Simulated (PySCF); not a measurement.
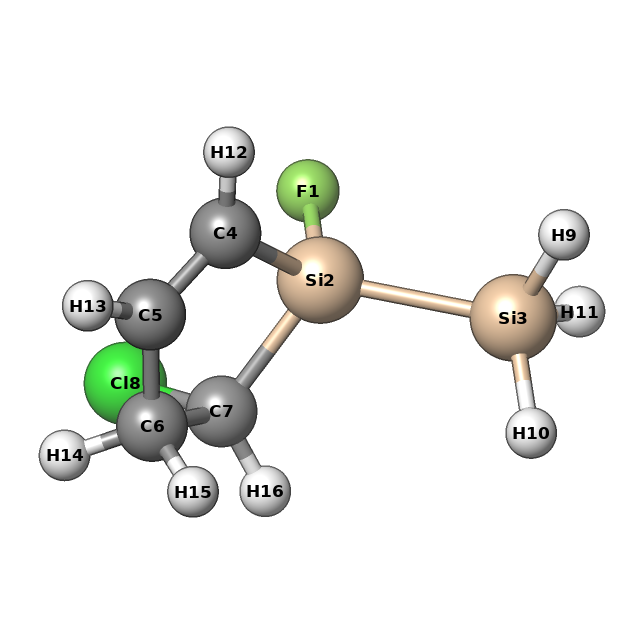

The geometry was computed by an optimisation with GFN2-xTB. No frequency run is at hand to confirm it as a minimum. Electric field gradients from the ground-state density, PBE0/pcSseg-1 (PySCF 2.14.0), non-relativistic apart from any core potentials.

Give the largest field-gradient component, the quadrupole coupling constant and the asymmetry for 35Cl at Cl8 (Q = −81.7 mb).

| atom | V_zz (a.u.) | e²qQ/h (MHz) | η |
| --- | --- | --- | --- |
| Cl8 | 4.096 | −78.6 | 0.02 |

The geometry is semi-empirical. Around Si such bond lengths and angles can be off by a tenth of an ångström or more and by several degrees, and values that hang on the shape move with them.
